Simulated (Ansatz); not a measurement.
# Calculations on CH$_{5}$Ge

### Relaxation

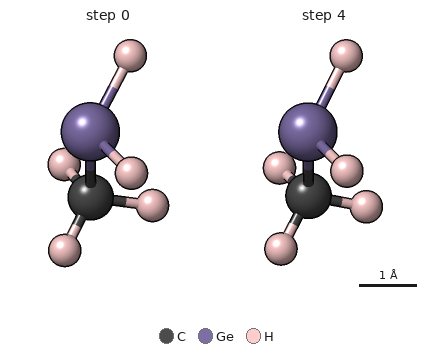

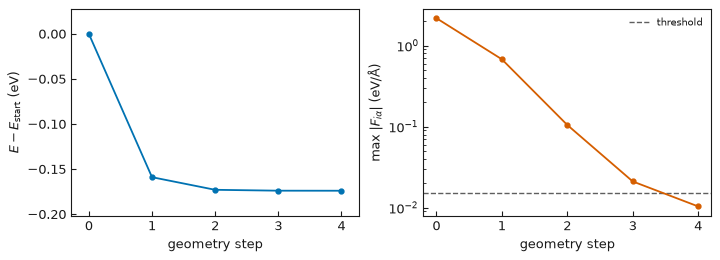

First and last geometry of a relaxation of CH₅Ge (multiplicity 2), with the history of the run. Style: ball-and-stick. Shown from a free direction.

The run prepares an end point of a later path (inversion) calculation, from a guessed geometry.

All numbers below come from UKS PBE0/def2-TZVP (Ansatz).

Input file:
```yaml
crystal:
  periodic: [false, false, false]
  atoms:
    - { symbol: C, position_ang: [-0.216, -0.8353, -0.1872] }
    - { symbol: Ge, position_ang: [0.3877, 0.8088, 0.6859] }
    - { symbol: H, position_ang: [-1.2193, -1.1402, 0.294] }
    - { symbol: H, position_ang: [0.5841, -1.5724, -0.1536] }
    - { symbol: H, position_ang: [-0.4887, -0.5663, -1.2778] }
    - { symbol: H, position_ang: [-0.6918, 1.9339, 0.6137] }
    - { symbol: H, position_ang: [1.7052, 1.3036, -0.0207] }
magnetization:
  spin_polarized: true
  initial_magnetization: 1
basis:
  gaussian: { orbitals: def2-TZVP }
hamiltonian:
  xc: pbe0
relax:
  f_tol: 0.015
  max_steps: 40
```

Command:
```bash
ansatz run input.yaml --threads 2 --pin off --max-ram 3072MiB --backend cpu --events-out ev --progress --plain --runs-dir out
```

**What do the curves and the structures tell?**

It converged. The largest moves after the best rigid fit, 0.073 Å, are those of H3 and H4. By element the largest moves are H 0.073 Å, C 0.045 Å, Ge 0.030 Å. Some distances before and after: C1–H3 1.154 → 1.090 Å, C1–H5 1.156 → 1.093 Å, Ge2–H7 1.575 → 1.546 Å, Ge2–H6 1.561 → 1.546 Å. Among the angles between lasting bonds that change: H3–C1–H4 116.6° → 109.0°, H3–C1–H5 104.5° → 108.8°, C1–Ge2–H7 108.8° → 111.4°. After 4 geometry steps the energy has fallen by 0.174 eV. The largest force component goes from 2.2 to 0.01 eV/Å. Cost: 13 s on 2 threads of Arm Neoverse V1, with other jobs on the host, peak memory 0.23 GiB.

```tsv
step	E − E(0), eV	largest force component, eV/Å
0	0.0000	2.1825
1	-0.1589	0.6794
2	-0.1729	0.1051
3	-0.1739	0.0211
4	-0.1740	0.0104
```

### Relaxation

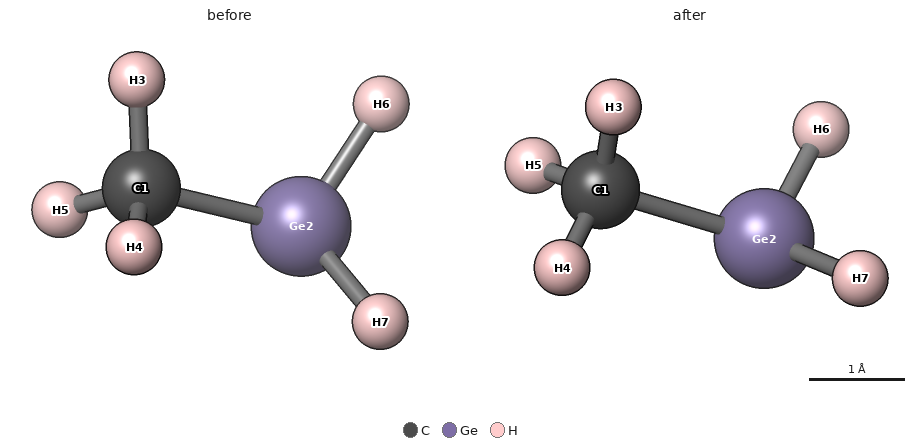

The structure of CH$_{5}$Ge (multiplicity 2) before (left) and after (right) a relaxation, at one scale.

Style: ball-and-stick. Shown from a free direction.

The run prepares an end point of a later path (inversion) calculation, from a guessed geometry.

These are results of UKS PBE0/def2-TZVP in Ansatz, not measurements. Set-up: collinear spin; force threshold 0.015 eV/Å; at most 40 steps.

What changed between the two?

After 11 accepted moves (13 points after the start) the energy has fallen by 4.88 kcal/mol. Largest force component: 2.2 eV/Å at the start, 0.0028 eV/Å at the end. The line search rejected the trial steps at points 6, 12 of the run. The largest moves after the best rigid fit, 0.59 Å, are those of H6 and H7. By element the largest moves are H 0.59 Å, Ge 0.17 Å, C 0.03 Å. Near-neighbour distances that change, for instance: C1–H5 1.156 → 1.090 Å, C1–H3 1.154 → 1.093 Å, Ge2–H7 1.575 → 1.546 Å, Ge2–H6 1.561 → 1.546 Å. Among the angles between lasting bonds that change: H3–C1–H4 116.6° → 108.8°, H3–C1–H5 104.5° → 108.8°, Ge2–C1–H5 107.3° → 110.3°. Groups turn about C1–Ge2 by about 55°.

### Path

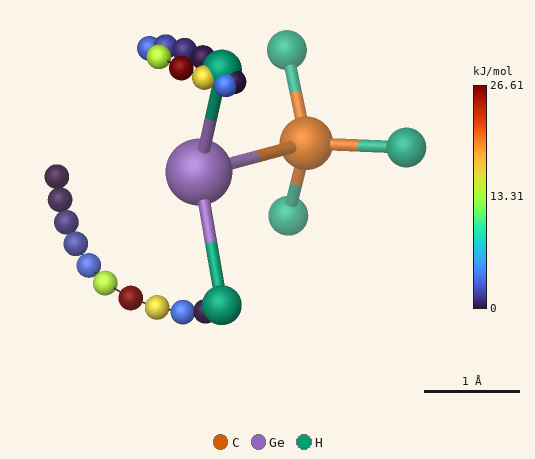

A search for the minimum-energy path of CH₅Ge (multiplicity 2) by the nudged elastic band. Images are numbered from 0 (start) to 10 (end). The start is drawn whole; smaller spheres mark the moving atoms (H) in the later images, joined by lines and coloured by the energy of the image relative to the start. The picture is a ball-and-stick view, seen from a free direction.

Level of theory: UKS PBE0/def2-TZVP in Ansatz 0.2.0. Set-up: 9 movable images; climbing image; force threshold 0.05 eV/Å; iteration limit 60; starting path through a guess of the saddle point.

Question: What moves, how far, and at what cost in energy?

Answer: The motion is an umbrella inversion at the Ge atom. No bond forms or breaks between the ends. Among the angles between lasting bonds that change up to the highest image: H–Ge–H 109.5° → 118.9°, C–Ge–H 111.3° → 120.6°. The two ends have the same energy, and the highest point, image 4, lies 26.6 kJ/mol above the start. The band converged in 6 iterations. The largest component of the band force went from 2.4 to 0.026 eV/Å. The climbing image converged on the top of the path. Its vibrational analysis gives one imaginary mode (615i cm⁻¹), as a transition state must have.
